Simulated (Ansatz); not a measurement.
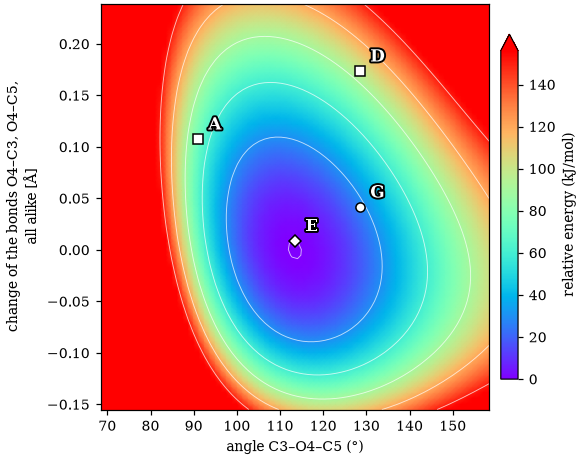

C₃H₉BO, SMILES CBCOC. Coordinates scanned: (1) angle C3–O4–C5; (2) change of the bonds O4–C3, O4–C5, all alike. Nothing is relaxed (all other coordinates rigid). The grid has 13 × 13 points. Points are written as (first, second). Energies: kJ/mol, counted from the lowest grid point. These are results of RKS PBE-D4/def2-SVP in Ansatz, not measurements.

In the figure: a smooth colour map with a few white contour lines, one colour for all values above the top of the scale, lettered points. Between grid points the surface is interpolated.

Is G the lowest point of the computed grid?

No. G lies 27 kJ/mol above the lowest grid point, which is at (113.4°, 0.009 Å).

Rank the lettered points by energy, lowest first.

E (0 kJ/mol), G (27 kJ/mol), A (74 kJ/mol), D (98 kJ/mol).
